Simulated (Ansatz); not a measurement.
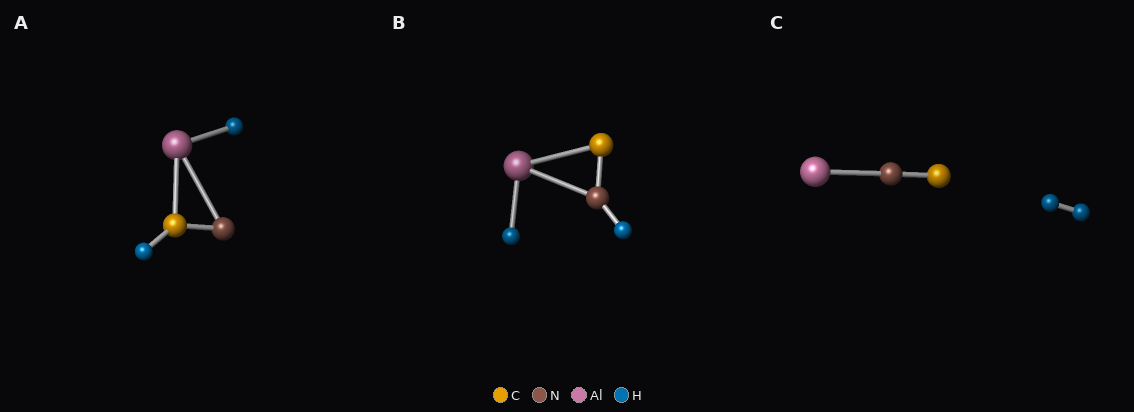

3 stationary structures of one formula. Geometries: PBE-D4/def2-SVP. Electronic energies: PBE-D4/def2-SVP (Ansatz 0.2.0), without zero-point energy. No frequency run is at hand to confirm each as a minimum.

> Which is lowest in energy, and by how much?

C is lowest; A lies 9.1 kcal/mol above it (Cs), B lies 27.8 kcal/mol above it (Cs).
